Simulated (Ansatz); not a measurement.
All values below come from PBE (plane waves to 420 eV, PAW; Ansatz, an electronic-structure program).

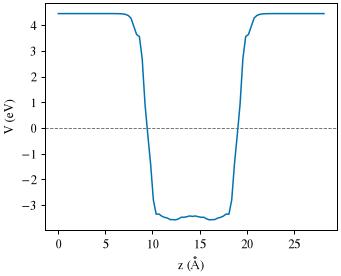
Fig. 1. Electrostatic potential energy of an electron, averaged over planes parallel to the surface, in eV from the highest filled level, for the (221) surface of germanium, H on every dangling bond (bottom of the slab: built like the top, H on every dangling bond, free)

Model: 56-atom slab, 12.1 Å thick at the start with caps and adatoms (thin: gaps and levels are the slab's own), 4x3x1 mesh, Fermi-Dirac 0.025 eV, dipole correction, 8 atoms held, the rest relaxed; start symmetry kept, larger cells not searched; no spin, no spin-orbit, no U.

The vacuum level lies 4.45 eV above the highest filled level over the top face and 4.45 eV above it under the bottom face.
